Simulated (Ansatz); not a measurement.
## Electronic structure of BH7OSi in real space

```xyz
10

B     0.0395    0.3388    0.1322
O    -0.2890   -0.3877    1.6236
H    -1.1609   -0.0644    1.9318
H     1.1253   -0.1407   -0.1648
H    -0.8883   -0.0496   -0.5641
Si    0.0897    2.3387    0.4991
H     1.0077    2.6586    1.6730
H     0.5755    3.1797   -0.6557
H    -1.2471    2.9210    0.9262
H     0.3598   -0.0399    2.2716
```

Method: Ansatz, RKS PBE-D4/def2-SVP.

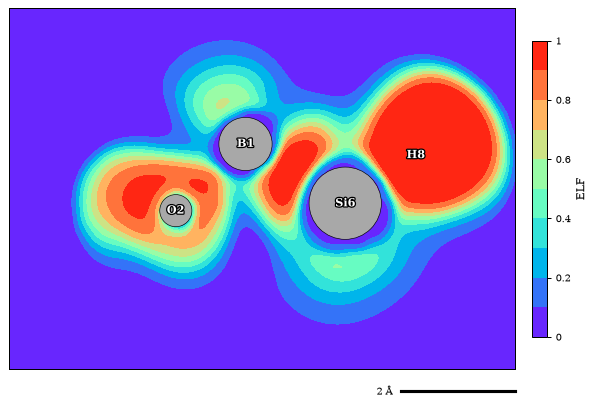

Figure 1. Electron localisation function on the plane of atoms O2, B1 and Si6. Grey discs cover the atomic cores.

Question: Read the bonding off the picture.

Answer:
- The section cuts through B, O, Si and H sites.
- B–O (1.69 Å): the ELF peaks at about 0.90 between the atoms: a shared but strongly polarised pair.
- Si–B (2.03 Å): the ELF peaks at about 1 between the atoms: localised, covalent bonding.
- Si–H (1.51 Å): the ELF climbs to about 1 towards the hydrogen, as it does in any bond to H.
- The ELF also peaks beside O2, away from the bonds: lone-pair regions.

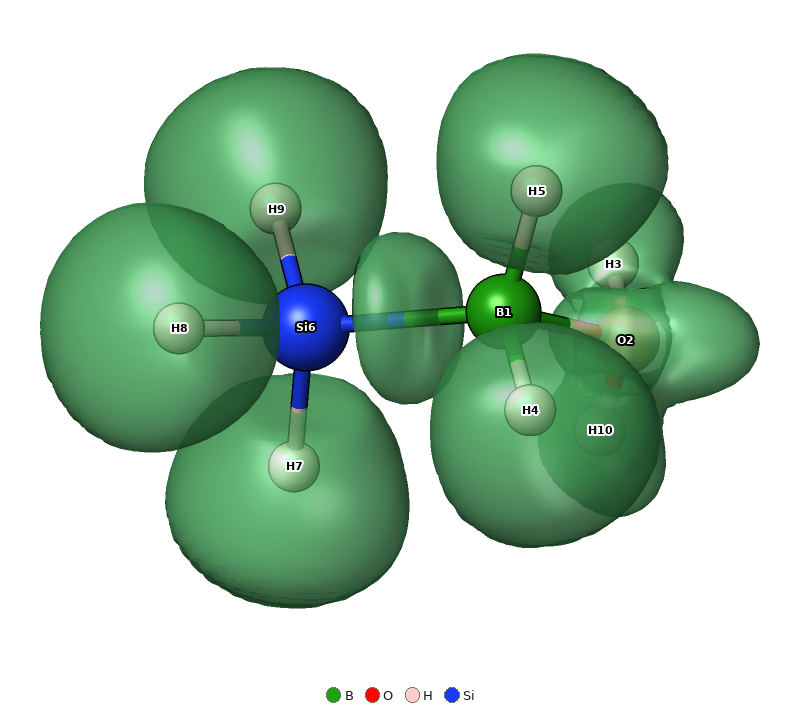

Figure 2. Isosurface of the ELF at 0.8 (green), seen from one side. Core shells and regions of very low density are left out.

Question: Where are the electrons localised?

Answer: The surface consists of one region between bonded B–Si atoms (shared pairs), five regions around hydrogen nuclei and one joined region spread over several atoms (H, O), in which their bonds and any lone pairs are merged.

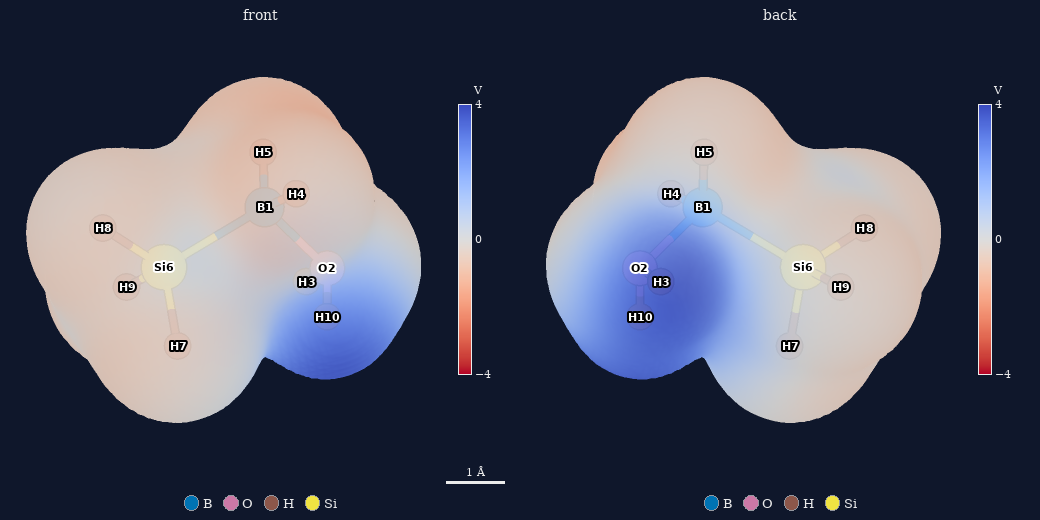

Figure 3. The molecular electrostatic potential painted on the density surface at 0.002 e/bohr³, seen from the front and from behind; the colour scale runs from red (negative) to blue (positive).

Question: Describe the electrostatic potential map.

Answer: The most negative region (about −1.1 V) lies over H5, the most positive (about +3.6 V) over H3 and H10.
